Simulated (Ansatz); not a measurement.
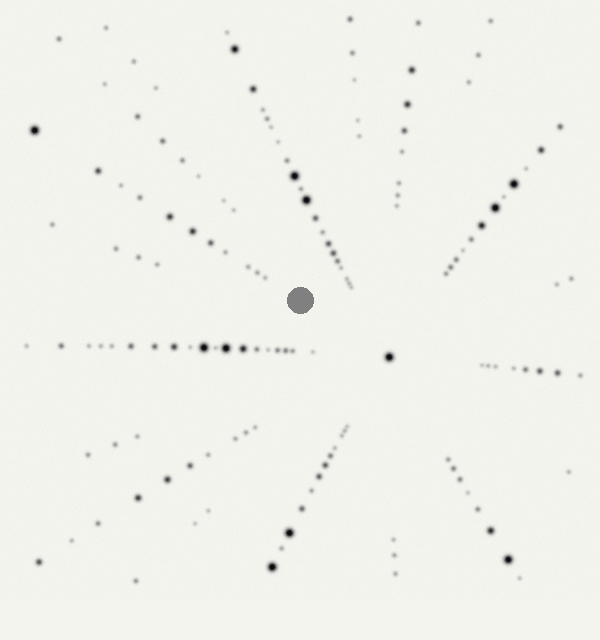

Simulated back-reflection Laue pattern (white X-rays, 0.45 to 2.2 Å, flat plate covering ±45° about the beam, kinematic intensities, seen from the source).

Which symmetry elements lie along the beam?

1: no symmetry.

The crystal is As, space group R-3m (No. 166), a = 3.64 Å, c = 21.19 Å (hexagonal axes). Structure: the input geometry of an electronic-structure calculation (not necessarily at equilibrium).

Which direction points towards the source?

[101] or one equivalent to it by a rotation of the Laue group. The opposite direction would give the mirror image. In Laue class -3m no other family of directions with a member of indices 0 and ±1 has this symmetry.
